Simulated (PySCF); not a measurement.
# CH₆OSi, SMILES `CO[SiH3]`: electronic structure

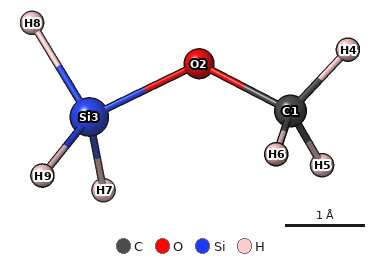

The molecule, with its atoms numbered as below. No frequency check shows the geometry to be a minimum.

Geometry (Å), atoms numbered from 1:

```
C1       1.6538   -0.1846    0.0009
O2       0.4419    0.5015   -0.0007
Si3     -1.0694   -0.0835   -0.0007
H4       2.4597    0.5509   -0.0054
H5       1.7441   -0.8218   -0.8868
H6       1.7482   -0.8108    0.8884
H7      -1.3235   -0.9207   -1.1747
H8      -1.7967    1.1732   -0.0034
H9      -1.3179   -0.9061    1.1919
```

Part 1: Bonding charge

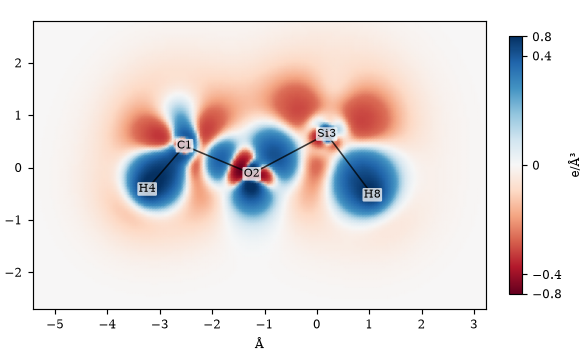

Deformation density (molecule less spherical, spin-averaged free atoms) in the plane of C1, O2, Si3, H4 and H8; colour scale in e/Å³, logarithmic beyond ±0.1; blue: gain, red: loss.

Computed with PySCF, PBE0/def2-TZVP, geometry: GFN2-xTB.

**Describe the bonding that the map shows.**

C1–H4: +0.77 e/Å³ at the bond critical point (bond length 1.09 Å, Mayer order 1.0). Si3–H8: +0.25 e/Å³ at the bond critical point (bond length 1.45 Å, Mayer order 1.0). O2–Si3: +0.11 e/Å³ at the bond critical point (bond length 1.62 Å, Mayer order 1.2); up to 0.6 Å beside the axis the gain reaches +0.40 e/Å³. C1–O2: +0.08 e/Å³ at the bond critical point (bond length 1.39 Å, Mayer order 1.0); up to 0.6 Å beside the axis the gain reaches +0.32 e/Å³. In all, 2.1 electrons gather in the regions of gain relative to the promolecule. A small or negative value marks a very polar bond, one between electron-rich atoms, whose free-atom densities already overlap strongly, a long bond to a heavier atom, or a closed-shell contact such as a hydrogen bond.

Part 2: Bond critical points

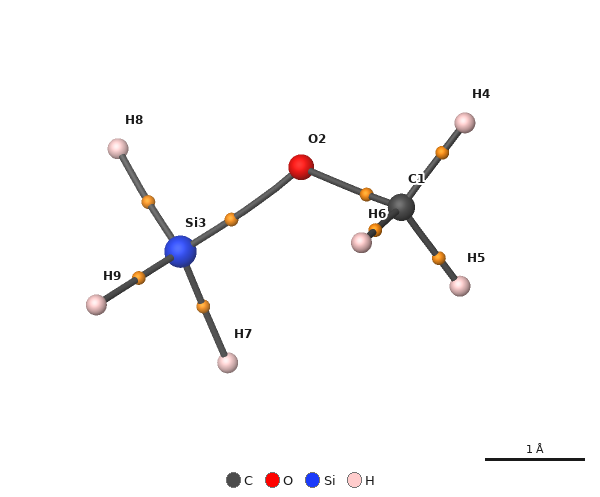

Molecular graph of the electron density (QTAIM): bond paths, bond critical points (orange), ring points (yellow, if any); weak paths are dashed.

**How many critical points of each kind are there, and does the count close?**

9 nuclei, 8 bond, 0 ring and 0 cage critical points: 9 − 8 + 0 − 0 = 1, as the Poincaré–Hopf relation requires.

**Give the properties at the bond critical points.**

```csv
bond,length (Å),ρ (a.u.),∇²ρ (a.u.),ε,H (a.u.)
C1–H4,1.091,0.286,−1.02,0.05,−0.290
C1–H6,1.090,0.285,−1.01,0.05,−0.289
C1–H5,1.096,0.281,−0.98,0.05,−0.282
C1–O2,1.393,0.265,−0.47,0.00,−0.390
O2–Si3,1.621,0.144,+0.93,0.07,−0.049
Si3–H8,1.452,0.129,+0.19,0.04,−0.082
Si3–H7,1.464,0.126,+0.18,0.04,−0.079
Si3–H9,1.470,0.125,+0.18,0.04,−0.078
```

**What kind of interaction is C1–O2?**

Shared-shell (covalent): ρ = 0.265, ∇²ρ = −0.47, H = −0.390 a.u.

Part 3: Local ionisation energy

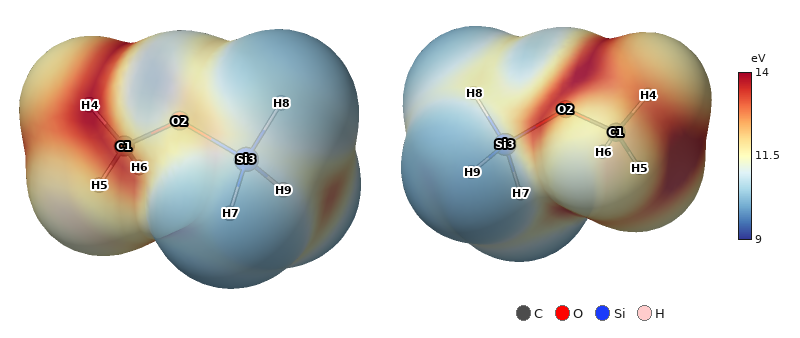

Average local ionisation energy on the surface of electron density 0.001 a.u. (back view left, front view right).

**Locate the minima of the map.**

The lowest value is 9.9 eV, 1.5 Å from H9. Further minima include 10.2 eV, 1.5 Å from H8; 10.7 eV, 1.9 Å from O2, and at like points elsewhere; 11.1 eV, 1.4 Å from H5. For comparison, the highest occupied orbital lies at −8.1 eV.

Part 4: In an electric field

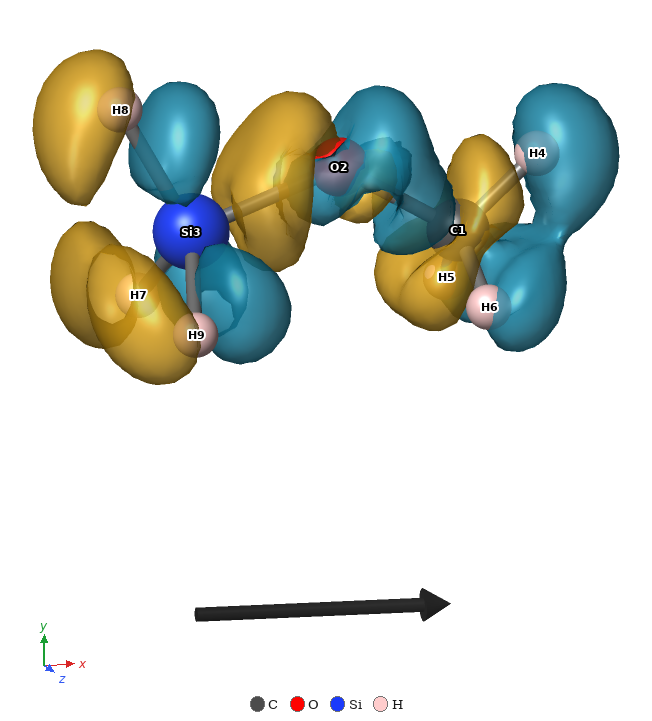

Change of the electron density in a uniform field of 0.21 V/Å along +x (arrow), surfaces at ±0.002 e/Å³ (yellow: gain, teal: loss).

Level of theory: PBE0/def2-TZVP (PySCF), at a geometry from GFN2-xTB. A basis without diffuse functions makes polarisabilities too small.

**What dipole is induced, and what polarisability does it imply?**

The induced dipole is 0.46 D (along the field); α along this axis, from the fields in both directions, is 46 bohr³ (6.8 Å³).

**Which atoms gain and lose the most charge?**

Electrons gather most on Si3 (Hirshfeld charge changes by −0.006 e) and leave H4 most (+0.007 e); 0.046 electrons are displaced in all.

Part 5: Removing or adding an electron

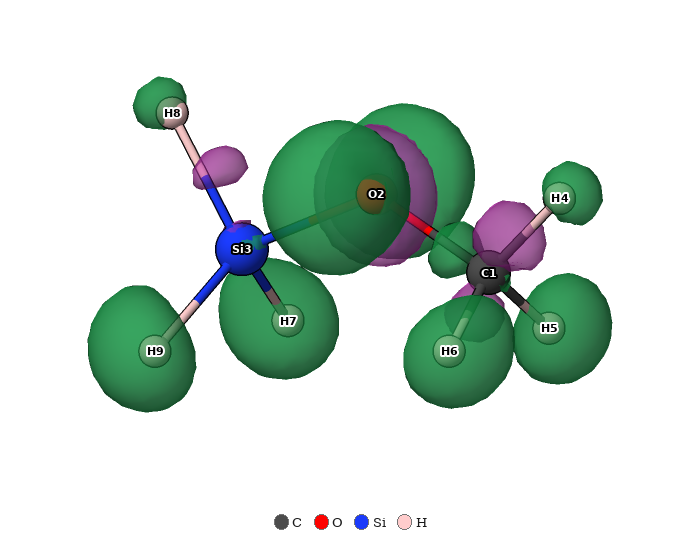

Fukui function f⁻ = ρ(N) − ρ(N−1) at fixed geometry, surfaces at ±0.04 e/Å³ (green positive, purple negative).

Level of theory: PBE0/def2-TZVP (PySCF), at a geometry from GFN2-xTB.

**Which atoms respond most to the removal of an electron?**

f⁻ (Hirshfeld-condensed) is largest on O2 (0.26) and Si3 (0.15); the vertical ionisation energy is 10.37 eV (the stability of the cation's solution wasn't checked). Condensed values hint at sites of electrophilic attack but needn't mark the atom that reacts. Orbital relaxation makes it negative in places (0.18 e in all).

```
atom     f⁻  charge
  C1  +0.08   −0.04
  O2  +0.26   −0.23
 Si3  +0.15   +0.38
  H4  +0.06   +0.05
  H5  +0.08   +0.04
  H6  +0.08   +0.04
  H7  +0.11   −0.08
  H8  +0.05   −0.07
  H9  +0.12   −0.09
```
